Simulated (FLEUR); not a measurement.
# GdN: parallel and opposed starts, part 2 of 3

Aim: find out whether GdN carries moments, and which collinear order costs least.

FLEUR MaX-R8.1; PBEsol with U = 6.7 eV, J = 0.7 eV on Gd f; all-electron FLAPW, Dirac cores, scalar-relativistic bands.

So far, largest spin moment in the muffin-tin sphere (μB): step 2 (run 1 (ferro +)) 7.05.

The database entry behind the starting cell differs from later determinations by our own check (about 0.3 % long), so it need not match the best structure at ambient conditions.

### 3. Run 2 (antiferro q=(0,1/2,1/2) +-)

Another pattern of signs weighs the neighbour shells otherwise.

The cell is doubled to 4 atoms to hold this order. The mesh is halved along the doubled vector, so that both cells sample the same points. The k list default-1 (kpts.xml, not shown) is a Γ-centred 8×4×8 mesh.

The input, inp.xml:

```
<?xml version="1.0" encoding="UTF-8" standalone="no"?>
<fleurInput fleurInputVersion="0.39">
   <comment>
      GdN
   </comment>
   <calculationSetup>
      <cutoffs Kmax="3.61" Gmax="10.8" GmaxXC="10.8" numbands="0"/>
      <scfLoop itmax="130" minDistance="0.0001" maxIterBroyd="15" imix="Anderson" alpha="0.05" precondParam="0.0" spinf="2.0" sdNocoIR="T"/>
      <coreElectrons ctail="T" frcor="F" kcrel="0" coretail_lmax="0"/>
      <xcFunctional name="PBEs" relativisticCorrections="F"/>
      <magnetism jspins="2"/>
      <soc l_soc="F" theta="0.0" phi="0.0" spav="F"/>
      <expertModes spex="0" secvar="F"/>
      <geometryOptimization l_f="F" forcealpha="1.0" forcemix="BFGS" epsdisp="0.00001" epsforce="0.00001"/>
      <ldaU l_linMix="F" mixParam="0.05" spinf="1.0"/>
   </calculationSetup>
   <cell>
      <bzIntegration valenceElectrons="46.0" mode="hist" fermiSmearingEnergy="0.00110248">
         <kPointListSelection listName="default-1"/>
         <xi:include xmlns:xi="http://www.w3.org/2001/XInclude" href="kpts.xml"> </xi:include>
      </bzIntegration>
      <xi:include xmlns:xi="http://www.w3.org/2001/XInclude" href="sym.xml"> </xi:include>
      <bulkLattice scale="1.0">
         <bravaisMatrix>
            <row-1>    0.0000000000000000     4.7233704484376995     4.7233704484376995</row-1>
            <row-2>    9.4467408968753990     0.0000000000000000     9.4467408968753990</row-2>
            <row-3>    9.4467408968753990     4.7233704484376995     4.7233704484376995</row-3>
         </bravaisMatrix>
      </bulkLattice>
   </cell>
   <atomSpecies>
      <species name="Gadolinium7.000" element="Gd" atomicNumber="64">
         <mtSphere radius="2.8" gridPoints="925" logIncrement="0.014"/>
         <atomicCutoffs lmax="10" lnonsphr="8"/>
         <electronConfig flipSpins="F">
            <coreConfig>(1s1/2) (2s1/2) (2p1/2) (2p3/2) (3s1/2) (3p1/2) (3p3/2) (4s1/2) (3d3/2) (3d5/2) (4p1/2) (4p3/2) (4d3/2) (4d5/2)</coreConfig>
            <valenceConfig>(5s1/2) (5p1/2) (5p3/2) (6s1/2) (4f5/2) (4f7/2) (5d3/2) (5d5/2)</valenceConfig>
            <stateOccupation state="(4f5/2)" spinUp="2.5" spinDown="0.5"/>
            <stateOccupation state="(4f7/2)" spinUp="4.0" spinDown="0.0"/>
            <stateOccupation state="(5d3/2)" spinUp="0.4" spinDown="0.0"/>
            <stateOccupation state="(5d5/2)" spinUp="0.6" spinDown="0.0"/>
         </electronConfig>
         <energyParameters s="6" p="6" d="5" f="4"/>
         <ldaU l="3" U="6.7" J="0.7" l_amf="F"/>
         <lo type="SCLO" l="0" n="5" eDeriv="0"/>
         <lo type="SCLO" l="1" n="5" eDeriv="0"/>
      </species>
      <species name="Gadolinium-7.000" element="Gd" atomicNumber="64">
         <mtSphere radius="2.8" gridPoints="925" logIncrement="0.014"/>
         <atomicCutoffs lmax="10" lnonsphr="8"/>
         <electronConfig flipSpins="F">
            <coreConfig>(1s1/2) (2s1/2) (2p1/2) (2p3/2) (3s1/2) (3p1/2) (3p3/2) (4s1/2) (3d3/2) (3d5/2) (4p1/2) (4p3/2) (4d3/2) (4d5/2)</coreConfig>
            <valenceConfig>(5s1/2) (5p1/2) (5p3/2) (6s1/2) (4f5/2) (4f7/2) (5d3/2) (5d5/2)</valenceConfig>
            <stateOccupation state="(4f5/2)" spinUp="0.5" spinDown="2.5"/>
            <stateOccupation state="(4f7/2)" spinUp="0.0" spinDown="4.0"/>
            <stateOccupation state="(5d3/2)" spinUp="0.0" spinDown="0.4"/>
            <stateOccupation state="(5d5/2)" spinUp="0.0" spinDown="0.6"/>
         </electronConfig>
         <energyParameters s="6" p="6" d="5" f="4"/>
         <ldaU l="3" U="6.7" J="0.7" l_amf="F"/>
         <lo type="SCLO" l="0" n="5" eDeriv="0"/>
         <lo type="SCLO" l="1" n="5" eDeriv="0"/>
      </species>
      <species name="Nitrogen (N)" element="N" atomicNumber="7">
         <mtSphere radius="1.66" gridPoints="549" logIncrement="0.019"/>
         <atomicCutoffs lmax="6" lnonsphr="4"/>
         <electronConfig flipSpins="F">
            <coreConfig>(1s1/2)</coreConfig>
            <valenceConfig>(2s1/2) (2p1/2) (2p3/2)</valenceConfig>
            <stateOccupation state="(2p1/2)" spinUp="0.500000" spinDown="0.500000"/>
            <stateOccupation state="(2p3/2)" spinUp="1.000000" spinDown="1.000000"/>
         </electronConfig>
         <energyParameters s="2" p="2" d="3" f="4"/>
      </species>
   </atomSpecies>
   <atomGroups>
      <atomGroup species="Gadolinium7.000">
         <relPos label="                   1">.0000000000 .0000000000 .0000000000</relPos>
         <force calculate="T" relaxXYZ="TTT"/>
      </atomGroup>
      <atomGroup species="Gadolinium-7.000">
         <relPos label="                   2">.0000000000 1.000/2.000 .0000000000</relPos>
         <force calculate="T" relaxXYZ="TTT"/>
      </atomGroup>
      <atomGroup species="Nitrogen (N)">
         <relPos label="                   3">1.000/2.000 .0000000000 1.000/2.000</relPos>
         <force calculate="T" relaxXYZ="TTT"/>
      </atomGroup>
      <atomGroup species="Nitrogen (N)">
         <relPos label="                   4">1.000/2.000 1.000/2.000 1.000/2.000</relPos>
         <force calculate="T" relaxXYZ="TTT"/>
      </atomGroup>
   </atomGroups>
   <output dos="F" band="F" slice="F">
      <bandDOS minEnergy="-.5*Htr" maxEnergy="0.5*Htr" sigma="0.015" storeEVData="T"/>
      <plotting iplot="0" polar="F">
         <plot TwoD="T" vec1="  1.0  0.0  0.0" vec2="  0.0  1.0  0.0" vec3="  0.0  0.0  1.0" zero="  0.0  0.0  0.0" file="plot"/>
      </plotting>
      <moessbauerParams electricFieldGradient="F" isomerShift="F" coreHyperfine="F" valenceHyperfine="F"/>
   </output>
</fleurInput>
```

The input, crystal.txt:

```
GdN
&input film=F cartesian=F /
0.00000000000  2.49950000000  2.49950000000
4.99900000000  0.00000000000  4.99900000000
4.99900000000  2.49950000000  2.49950000000
1.8897261246
1.0 1.0 1.0

4
64 0.00000000000  0.00000000000  0.00000000000 : 7.000
64 0.00000000000  0.50000000000  0.00000000000 : -7.000
7 0.50000000000  0.00000000000  0.50000000000
7 0.50000000000  0.50000000000  0.50000000000

&kpt div1=8 div2=4 div3=8 gamma=T /
```

Launch:

```
> OMP_NUM_THREADS=1 inpgen -f crystal.txt > inpgen.log  # inp.xml is then edited as shown
> OMP_NUM_THREADS=1 mpirun -n 4 fleur_MPI > fleur.log
```

What it wrote:

```text
[banner, memory and clock lines left out]
Welcome to FLEUR        (www.flapw.de)
      MaX-Release 8.1          (www.max-centre.eu)

 ========== k-point set info ==========
 Selected k-point list: default-1
 k-point list type: mesh
 0 x 0 x 0
 Number of k points: 80

 ------------Calculation Setup---------------------------
 Number of PE/node        :            4
 Number of OMP-threads    :            1
 k-points in parallel     :            4
 pe's per k-point         :            1
 No of k-point loops      :           20
 Eigenvalue solver        :       lapack
 Number of basis functions:          376
 Approximate size of matrices (H+S) per k-point:         0.002 GB
 Iteration:     1   Distance:      27.28447552 me/bohr^3
 Iteration:     2   Distance:      26.27322607 me/bohr^3
 Iteration:     3   Distance:      19.79222471 me/bohr^3
 Iteration:     4   Distance:      13.62125907 me/bohr^3
 Iteration:     5   Distance:       2.43127112 me/bohr^3
 Iteration:     6   Distance:       0.76037676 me/bohr^3
 Iteration:     7   Distance:       0.66746597 me/bohr^3
 Iteration:     8   Distance:       0.13823542 me/bohr^3
 Iteration:     9   Distance:       0.06982979 me/bohr^3
 Iteration:    10   Distance:       0.01966748 me/bohr^3
 Iteration:    11   Distance:       0.01977761 me/bohr^3
 Iteration:    12   Distance:       0.00473339 me/bohr^3
 Iteration:    13   Distance:       0.00359003 me/bohr^3
 Iteration:    14   Distance:       0.00333833 me/bohr^3
 Iteration:    15   Distance:       0.00121566 me/bohr^3
 Iteration:    16   Distance:       0.00097178 me/bohr^3
 Iteration:    17   Distance:       0.00080862 me/bohr^3
 Iteration:    18   Distance:       0.00025720 me/bohr^3
 Iteration:    19   Distance:       0.00008018 me/bohr^3

 ********************************************************************
 Run finished successfully
 Stop message:
   all done
 ********************************************************************

--- out.xml (last complete iteration) ---
<iteration numberForCurrentRun="   19" overallNumber="   19">
         [... left out ...]
         <bandgap value="0.0072141726" units="eV"/>
         <sumValenceSingleParticleEnergies value="-5.1135890617" units="Htr"/>
         <FermiEnergy value="0.3367526207" units="Htr"/>
         <valenceDensity>
            <mtCharges spin="1">
               <mtCharge atomType="1" total="11.6164761" s="1.0886727" p="3.0373037" d="0.4798539" f="6.9977696"/>
               <mtCharge atomType="2" total="4.5855352" s="1.0800583" p="3.0137242" d="0.4055728" f="0.0731728"/>
               <mtCharge atomType="3" total="2.0275601" s="0.6882240" p="1.3359447" d="0.0028490" f="0.0004487"/>
               <mtCharge atomType="4" total="1.9903766" s="0.6850468" p="1.3015965" d="0.0031384" f="0.0004909"/>
            </mtCharges>
            <mtCharges spin="2">
               <mtCharge atomType="1" total="4.5855354" s="1.0800583" p="3.0137243" d="0.4055728" f="0.0731729"/>
               <mtCharge atomType="2" total="11.6164761" s="1.0886728" p="3.0373037" d="0.4798540" f="6.9977695"/>
               <mtCharge atomType="3" total="1.9903786" s="0.6850469" p="1.3015984" d="0.0031384" f="0.0004909"/>
               <mtCharge atomType="4" total="2.0275580" s="0.6882239" p="1.3359428" d="0.0028490" f="0.0004487"/>
            </mtCharges>
            <spinDependentCharge spin="1" total="22.9999999" interstitial="2.7800519" mtSpheres="20.2199480"/>
            <spinDependentCharge spin="2" total="23.0000001" interstitial="2.7800520" mtSpheres="20.2199481"/>
            <totalCharge value="46.0000000000"/>
         </valenceDensity>
         [... left out ...]
         <magneticMomentsInMTSpheres units="muBohr">
            <globalMagMoment atomType="1" vec="0.00000   0.00000   7.03094"/>
            <localMagMoment atomType="1" vec="0.00000   0.00000   7.03094"/>
            <globalMagMoment atomType="2" vec="0.00000   0.00000  -7.03094"/>
            <localMagMoment atomType="2" vec="0.00000   0.00000  -7.03094"/>
            <globalMagMoment atomType="3" vec="0.00000   0.00000   0.03718"/>
            <localMagMoment atomType="3" vec="0.00000   0.00000   0.03718"/>
            <globalMagMoment atomType="4" vec="0.00000   0.00000  -0.03718"/>
            <localMagMoment atomType="4" vec="0.00000   0.00000  -0.03718"/>
         </magneticMomentsInMTSpheres>
         [... left out ...]
         <totalEnergy value="   -22662.7716204872" units="Htr">
            <sumOfEigenvalues value="   -13924.8551713635">
               <coreElectrons value="-13919.7415823018"/>
               <valenceElectrons value="-5.1135890617"/>
            </sumOfEigenvalues>
            <densityCoulombPotentialIntegral value="-37959.6950428547"/>
            <densityEffectivePotentialIntegral value="-38626.1036841752"/>
            <chargeDenXCDenIntegral value="-506.4669190637"/>
            <FockExchangeEnergyValence value="0.0000000000"/>
            <FockExchangeEnergyCore value="0.0000000000"/>
         [... left out ...]
            <dftUCorrection value="-1.5427333255"/>
            <tkbTimesEntropy value="0.0000356416"/>
            <freeEnergy value="-22662.7716561287"/>
            <extrapolationTo0K value="-22662.7716383079"/>
         </totalEnergy>
         [... left out ...]
         <ldaUDensityMatrixConvergence>
            <distance spin="1" distance="0.000000"/>
            <distance spin="2" distance="0.000000"/>
         </ldaUDensityMatrixConvergence>
         <densityConvergence units="me/bohr^3">
            <chargeDensity spin="1" distance="0.0000385041"/>
            <chargeDensity spin="2" distance="0.0000576744"/>
            <overallChargeDensity distance="0.0000801769"/>
            <spinDensity distance="0.0000564753"/>
         </densityConvergence>
      </iteration>
```

Run time: 59 s. Hardware: 4 MPI ranks of Arm Neoverse V2, shared host; peak memory 0.42 GiB; 3.9 min of CPU time.

Spin moment in the muffin-tin sphere by atom:

```tsv
atom	spin moment in the muffin-tin sphere (μB)
Gd1	7.03
Gd2	-7.03
N3	0.04
N4	-0.04
```

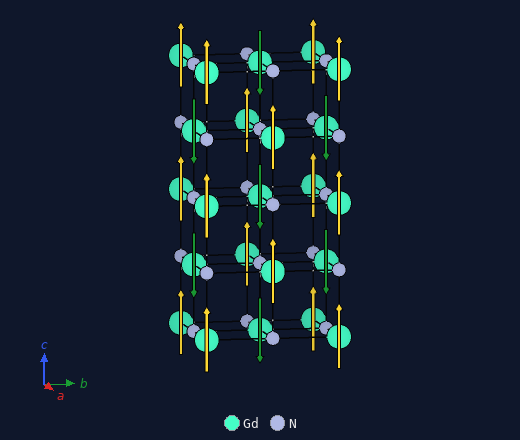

Spin moment in the muffin-tin sphere as arrows, the longest 7.03 μB. Up and down stand for the sign. Arrows give size and sign along the axis of quantisation, drawn up and down the page. The two directions have two colours. 1×1×2 conventional cells are drawn. Some periodic images of atoms are drawn too.

Read from the output:

| Property | Result |
| --- | --- |
| free energy | -616685.4329 eV |
| program's band gap on this mesh (in a metal only a level spacing) | 0.007214 eV |
| magnetization | 0 μB |
| final state | antiferromagnetic |

It lies 7.74 meV a seeded atom over the first start, and its largest moment is 7.03 μB against 7.05 μB.

### 4. Start 3: antiferro q=(0,0,1/2) +-

Another pattern of signs weighs the neighbour shells otherwise.

This order needs a doubled cell of 4 atoms. The mesh is halved along the doubled vector, so that both cells sample the same points. The k list default-1 (kpts.xml, not shown) is a Γ-centred 8×8×4 mesh.

inp.xml, as its differences from that of step 3:

```diff
@@ -25,4 +25,4 @@
             <row-1>    0.0000000000000000     4.7233704484376995     4.7233704484376995</row-1>
-            <row-2>    9.4467408968753990     0.0000000000000000     9.4467408968753990</row-2>
-            <row-3>    9.4467408968753990     4.7233704484376995     4.7233704484376995</row-3>
+            <row-2>    4.7233704484376995     0.0000000000000000     4.7233704484376995</row-2>
+            <row-3>    9.4467408968753990     9.4467408968753990     0.0000000000000000</row-3>
          </bravaisMatrix>
@@ -81,3 +81,3 @@
       <atomGroup species="Gadolinium-7.000">
-         <relPos label="                   2">.0000000000 1.000/2.000 .0000000000</relPos>
+         <relPos label="                   2">.0000000000 .0000000000 1.000/2.000</relPos>
          <force calculate="T" relaxXYZ="TTT"/>
@@ -85,7 +85,4 @@
       <atomGroup species="Nitrogen (N)">
-         <relPos label="                   3">1.000/2.000 .0000000000 1.000/2.000</relPos>
-         <force calculate="T" relaxXYZ="TTT"/>
-      </atomGroup>
-      <atomGroup species="Nitrogen (N)">
-         <relPos label="                   4">1.000/2.000 1.000/2.000 1.000/2.000</relPos>
+         <relPos label="                   3">1.000/2.000 1.000/2.000 1.000/4.000</relPos>
+         <relPos label="                   4">1.000/2.000 1.000/2.000 -1.000/4.000</relPos>
          <force calculate="T" relaxXYZ="TTT"/>
```

The input, crystal.txt:

```
GdN
&input film=F cartesian=F /
0.00000000000  2.49950000000  2.49950000000
2.49950000000  0.00000000000  2.49950000000
4.99900000000  4.99900000000  0.00000000000
1.8897261246
1.0 1.0 1.0

4
64 0.00000000000  0.00000000000  0.00000000000 : 7.000
64 0.00000000000  0.00000000000  0.50000000000 : -7.000
7 0.50000000000  0.50000000000  0.25000000000
7 0.50000000000  0.50000000000  0.75000000000

&kpt div1=8 div2=8 div3=4 gamma=T /
```

What it wrote:

```text
[banner, memory and clock lines left out]
Welcome to FLEUR        (www.flapw.de)
      MaX-Release 8.1          (www.max-centre.eu)

 ========== k-point set info ==========
 Selected k-point list: default-1
 k-point list type: mesh
 0 x 0 x 0
 Number of k points: 80

 [... set-up left out ...]
 Iteration:     1   Distance:      27.31521267 me/bohr^3
 Iteration:     2   Distance:      26.30700989 me/bohr^3
 Iteration:     3   Distance:      19.83983610 me/bohr^3
 Iteration:     4   Distance:      13.49071182 me/bohr^3
 Iteration:     5   Distance:       2.42775872 me/bohr^3
[...]
[... left out ...]
            <freeEnergy value="-22662.7719179084"/>
            <extrapolationTo0K value="-22662.7718998158"/>
         </totalEnergy>
         [... left out ...]
         <ldaUDensityMatrixConvergence>
            <distance spin="1" distance="0.000001"/>
            <distance spin="2" distance="0.000001"/>
         </ldaUDensityMatrixConvergence>
         <densityConvergence units="me/bohr^3">
            <chargeDensity spin="1" distance="0.0000356691"/>
            <chargeDensity spin="2" distance="0.0000348728"/>
            <overallChargeDensity distance="0.0000453310"/>
            <spinDensity distance="0.0000540545"/>
         </densityConvergence>
      </iteration>
```

Elapsed: 53 s, on 4 MPI ranks; peak memory 0.4 GiB.

Spin moment in the muffin-tin sphere by atom:

```tsv
atom	spin moment in the muffin-tin sphere (μB)
Gd1	7.05
Gd2	-7.05
N3	0.00
N4	0.00
```

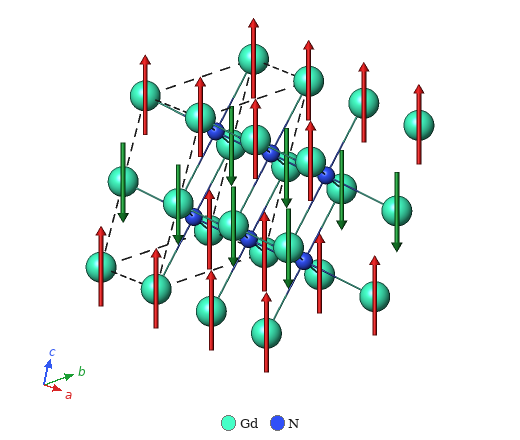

Spin moment in the muffin-tin sphere as arrows, the longest 7.05 μB. Up and down stand for the sign. Arrows give size and sign along the axis of quantisation, drawn up and down the page. The two directions have two colours. Bonds to atoms that aren't drawn are left out. 3×1×1 cells are drawn. Some periodic images of atoms are drawn too.

This step gave:

- free energy: -616685.4401 eV
- program's band gap on this mesh (in a metal only a level spacing): 1.18e-6 eV
- magnetization: 0 μB
- final state: antiferromagnetic

It lies 4.18 meV a seeded atom over the first start, and its largest moment is 7.05 μB against 7.05 μB.

### 5. The states side by side

Free energies are divided by the number of seeded atoms, so that cells of unlike size compare. Wavevectors q in the names are fractions of the primitive cell's reciprocal vectors.

Orders:

```tsv
start	final state	typed order kept	energy over the lowest (meV a seeded atom)	largest sphere moment (μB)	net moment (μB a primitive cell)	mesh matched	CPU time (s)
ferro +	ferromagnetic, with opposed induced moments	yes	0	7.048	7	yes	38
antiferro q=(0,1/2,1/2) +-	antiferromagnetic	yes	7.739	7.031	0	yes	236.8
antiferro q=(0,0,1/2) +-	antiferromagnetic	yes	4.177	7.046	0	yes	210.9
```

(Part 2 of 3 ends here.)

[Logs and program files are shortened in this print: banners, set-up blocks, solver, clock and traceback lines can be left out without a mark of their own.]

[Logs are printed without paths, hosts, clocks, repeated set-up lines and the standing remarks that a program may print on its own settings, such as how far it seeks lower states.]

[Hosts, paths, dates, database ids (printed as entryN), source tags and the programs' standing remarks are cut or masked in the printed files.]

[Where a cell is said to come from a database of computed structures, the database is the Materials Project.]
